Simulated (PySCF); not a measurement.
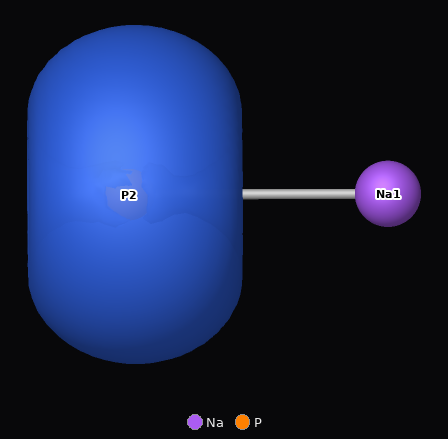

Figure. NaP (triplet). Isosurfaces of the spin density at +0.03 (blue) and −0.03 e/Å³ (red), seen from one side.

These are results of PBE0/def2-TZVP, non-relativistic Hamiltonian with scalar-relativistic core potentials where named, at a bond length of 2.659 Å (PySCF 2.14.0), not measurements.

```
atom   x (Å)   y (Å)    z (Å)
  Na  0.0000  0.0000  -1.5262
   P  0.0000  0.0000   1.1328
```

**Describe the spin distribution.**

The unpaired spin (2 electrons) lies mostly on P2 (about 1.9), in electrons by Hirshfeld's partition.
